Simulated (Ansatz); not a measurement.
The starting structures come from a database of crystals and need not be the phases stable at ambient conditions.

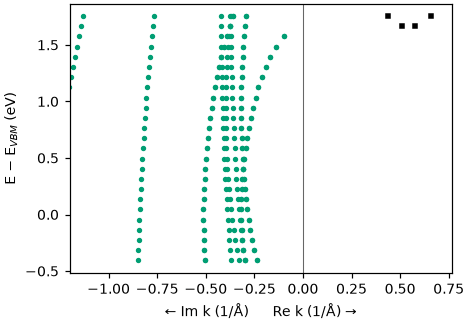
Fig. 1. Complex bands at the centre of the two-dimensional zone; r2SCAN in Ansatz (a quantum-chemistry and plane-wave program)

The gap is the functional's own. No spin-orbit coupling. Mid-gap values are interpolated on the energy grid.

Problem. This is WSe$_{2}$ (P-6m2, not sure to be the ambient phase, 3 atoms a cell, 21.9 Å³ an atom) along the normal of (100). Read off the slowest decay at the centre of the two-dimensional zone at 0.77 eV, the computed energy nearest the middle of the gap.

Solution. κ ≈ 0.28 1/Å, a decay length 1/(2κ) of the density of 1.8 Å.
